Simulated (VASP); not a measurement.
Band structure of Bi (relaxed from the bcc structure, space group Im-3m). Method: PBEsol GGA, VASP's PBE PAW potentials (set 64) (plane waves; VASP).

Unless said otherwise, spin-orbit coupling is left out, though it shifts the bands of the heavy elements here.

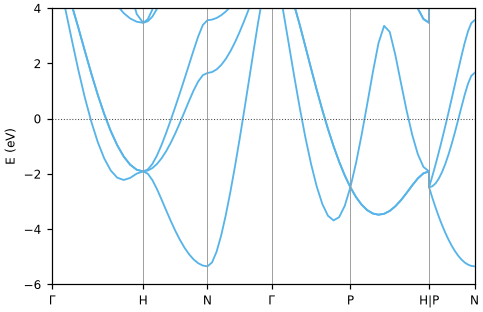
Figure. Bands along high-symmetry lines, zero at the valence-band maximum or, without a gap, the Fermi level

### Question
Read the plot: is there a gap, and where are the band edges?

### Answer
It has no gap at this level: it comes out as a metal or semimetal. (Edges off the drawn lines would not show.)

The structure was generated: Bi was put into the bcc type (Im-3m), which need not be its known phase. It was relaxed first, which changed the volume by -6 %.
